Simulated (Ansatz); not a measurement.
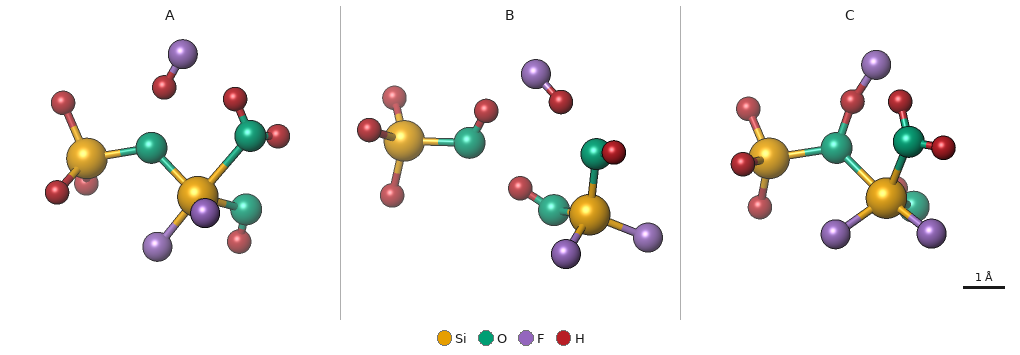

Three geometries of Si$_{2}$H$_{7}$O$_{3}$F$_{3}$: a saddle point and the two minima that it joins, in shuffled order. Style: ball-and-stick. Shown at a tilt. Sticks join atoms that are closer than about 1.2 times the sum of their covalent radii (a little more with hydrogen).

Stationary points at PBE0-D4/def2-TZVP, single-point energies with CCSD(T)/CBS, r2SCAN-D4, wB97M-V, SPW92 (LDA), RPA@PBE, wB97X-V (def2-TZVPP where no basis is named; Ansatz 0.2.0). The energies are electronic, without zero-point or thermal terms, and both ends are the minima reached downhill from the saddle, with any fragments still in contact. CCSD(T)/CBS stands for a frozen-core estimate: MP2 correlation extrapolated from def2-TZVPP and def2-QZVPP, CCSD(T) minus MP2 from the smaller set.

Identify the saddle point and describe the reaction.

Frame C is the saddle point. Counted by bonded pieces, A holds HF + H₂O + Si₂H₄O₂F₂ and B holds HF + SiH₂O₂F₂ + SiH₄O. From A over the saddle to B, bonds form: O–Si (2.01 → 1.78 → 1.65 Å), H–O (1.55 → 1.21 → 0.97 Å), F–H (1.70 → 1.31 → 0.96 Å). Bonds break: O–Si (1.67 → 1.84 → 3.65 Å), H–O (0.98 → 1.07 → 1.59 Å), F–H (0.96 → 1.13 → 1.76 Å). The saddle has one imaginary mode, 509i cm⁻¹. With CCSD(T)/CBS the barrier is 60.4 kJ/mol from A and 78.0 kJ/mol from B, and B lies 17.7 kJ/mol below A.

```
      level  barrier from A (kJ/mol)  barrier from B (kJ/mol)  B less A (kJ/mol)
CCSD(T)/CBS                     60.4                     78.0              −17.7
  r2SCAN-D4                     44.7                     58.4              −13.7
    wB97M-V                     57.0                     69.2              −12.2
SPW92 (LDA)                     17.0                     14.6                2.4
    RPA@PBE                     57.7                     75.5              −17.9
    wB97X-V                     55.1                     71.3              −16.2
```

Against CCSD(T)/CBS, RPA@PBE comes closest on the barrier from A (−2.7 kJ/mol) and SPW92 (LDA) misses most (−43.3 kJ/mol).
